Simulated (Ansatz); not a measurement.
## Electronic structure of C₃H₈FNOSi in real space

Input

```
crystal:
  periodic: [false, false, false]
  atoms:
    - { symbol: C, position_ang: [0.976, -0.8262, 1.5572] }
    - { symbol: C, position_ang: [1.0858, -0.7999, 0.0532] }
    - { symbol: O, position_ang: [1.9791, -1.7393, -0.3927] }
    - { symbol: C, position_ang: [0.5337, -0.0164, -0.8539] }
    - { symbol: F, position_ang: [0.787, -0.2543, -2.1695] }
    - { symbol: Si, position_ang: [-0.7894, 1.3008, -0.5636] }
    - { symbol: "N", position_ang: [-2.2496, 0.625, -0.065] }
    - { symbol: H, position_ang: [0.615, -1.7419, 1.8851] }
    - { symbol: H, position_ang: [0.2235, -0.0131, 1.9448] }
    - { symbol: H, position_ang: [1.8944, -0.5757, 2.0454] }
    - { symbol: H, position_ang: [2.0316, -1.6882, -1.3322] }
    - { symbol: H, position_ang: [-0.358, 2.2459, 0.5074] }
    - { symbol: H, position_ang: [-1.1443, 2.0539, -1.8191] }
    - { symbol: H, position_ang: [-2.6481, 0.0209, -0.7846] }
    - { symbol: H, position_ang: [-2.9584, 1.3578, 0.0169] }
basis:
  gaussian: { orbitals: "6-31G*" }
hamiltonian:
  xc: pbe0
  dispersion: d4
relax:
  f_tol: 0.015
  max_steps: 40
output:
  orbitals: {}
```

Launched as:

```sh
ansatz run input.yaml --threads 2 --pin off --max-ram 3072MiB --backend cpu --events-out ev --progress --plain --runs-dir out
```

The fields are those of the relaxed geometry.

The calculation used RKS PBE0-D4/6-31G* in Ansatz 0.2.0.

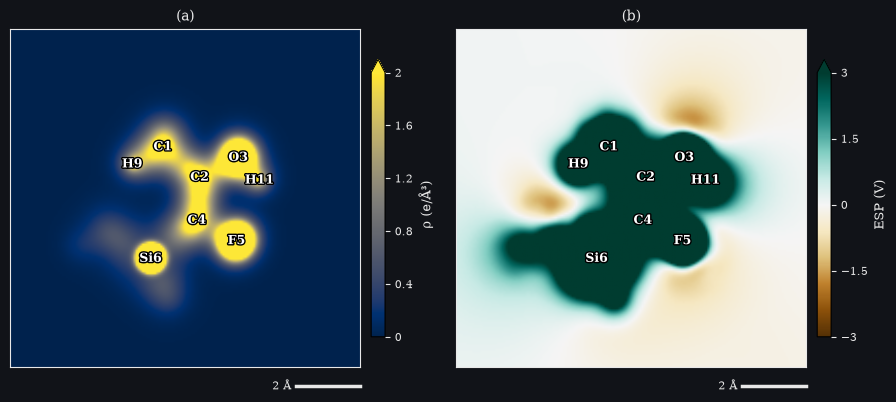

Figure 1. (a) electron density; (b) electrostatic potential on the plane of atoms C1, C2 and C4.

What does the map show?

Answer. The plane passes through C, O, F, Si and H nuclei. C–C (1.35 Å): the density is about 2.3 e/Å³ at the midpoint. C–O (1.35 Å): ρ at the midpoint is about 2.4 e/Å³. C–F (1.39 Å): ρ at the midpoint is about 2 e/Å³, with its minimum of 1.5 e/Å³ about 0.5 Å from C. C–Si (1.86 Å): ρ at the midpoint is about 0.99 e/Å³. O–H (0.97 Å): the density is about 3.7 e/Å³ at the midpoint. Outside the dense part of the molecule the potential is most negative (−1.6 V) near O3.

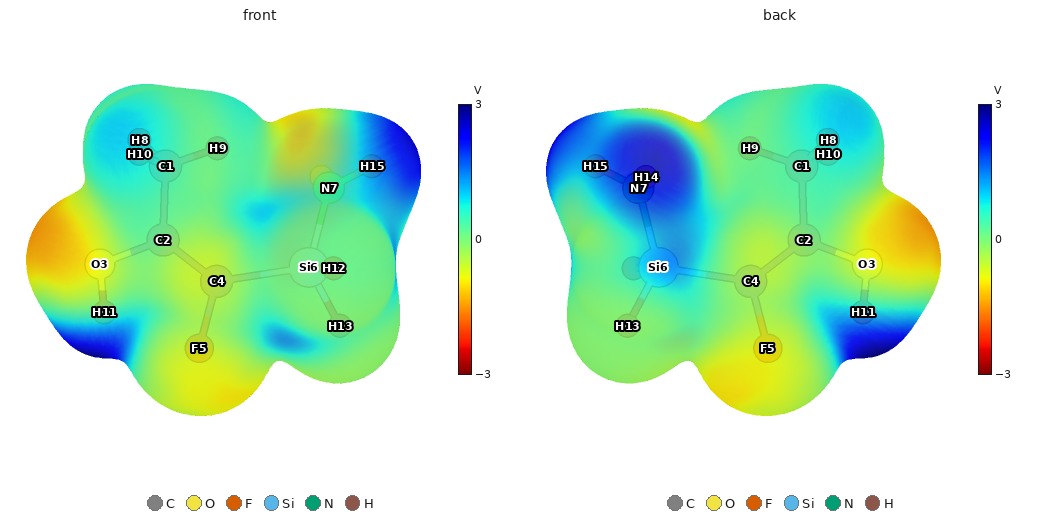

Figure 2. The molecular electrostatic potential painted on the density surface at 0.004 e/bohr³, seen from the front and from behind; red is negative and blue positive.

Describe the electrostatic potential map.

Answer. The most negative region (about −1.4 V) lies over O3, the most positive (about +2.8 V) over H11. O3 is the likeliest acceptor of a hydrogen bond.

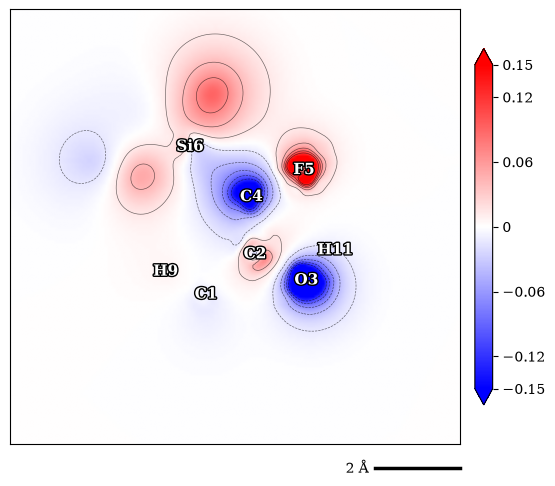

Figure 3. The HOMO on the plane of atoms C2, C1 and H9 (values in Å⁻³ᐟ²; the overall sign is arbitrary).

Where does this orbital lie, and at what energy?

Answer. It lies mainly on C4 (about 35 %), C2 (about 20 %), O3 (about 15 %) and F5 (about 10 %). Its energy is −6.13 eV.

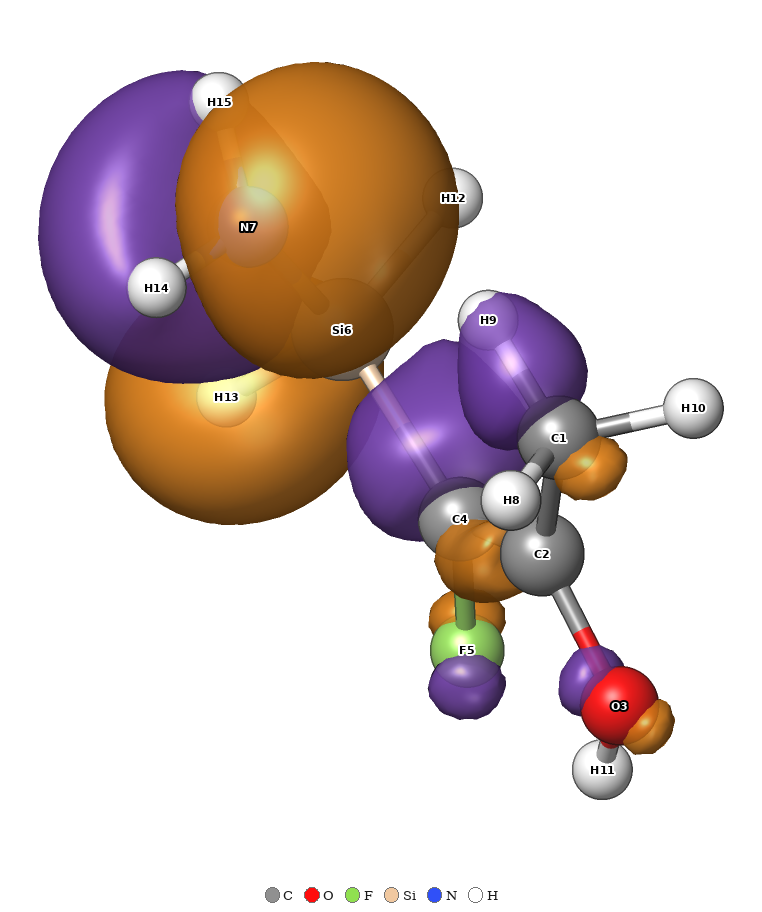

Figure 4. The HOMO−1 at ±0.08 Å⁻³ᐟ² (orange and purple are the two phases), seen at an oblique angle.

What is the character of this orbital?

Answer. Its weight (Hirshfeld) is mainly on N7 (about 60 %), Si6 (about 10 %) and H13 (about 10 %). Its energy is −7.35 eV.
